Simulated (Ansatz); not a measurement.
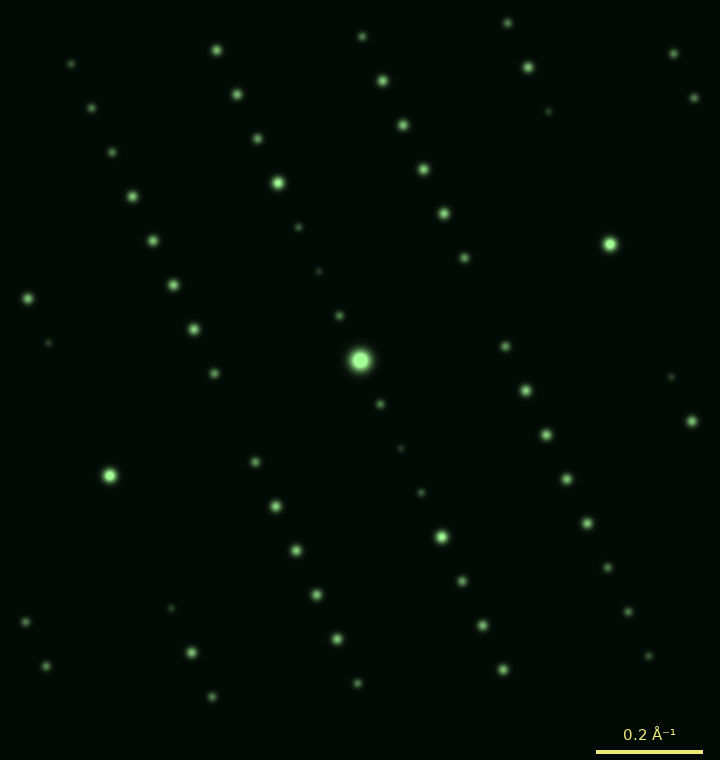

Computed electron diffraction pattern, 200 kV, single scattering only, B = 1 Å².

It belongs to YbVAs₂, space group P4/nmm (No. 129), a = 3.827 Å, c = 10.814 Å. Structure: the end point of a relaxation with DFT, PAW plane waves, pbe+U in Ansatz; the starting structure was generated, so it need not be a known form of this composition.

Q: Which low-index zone axis gives this pattern?

A: The spots form a rectangular net whose two shortest vectors correspond to d = 10.81 Å and 3.83 Å, 90.0° apart. They index as 0 0 1 and 0 1 0 (itself extinct), so the zone axis is ±[100] (or an equivalent direction of <100>).

Q: List the strongest reflections.

A: Strongest reflections with d > 1.57 Å, one of each family (|F|² from tabulated Gaussian fits of the electron scattering factors, times a small damping for the curvature of the Ewald sphere):

| hkl | d (Å) | I (strongest = 100) |
| --- | --- | --- |
| 0 2 0 | 1.913 | 100 |
| 0 0 4 | 2.704 | 56 |
| 0 1 2 | 3.124 | 25 |
| 0 1 3 | 2.624 | 23 |
| 0 1 5 | 1.883 | 21 |
| 0 1 4 | 2.208 | 19 |
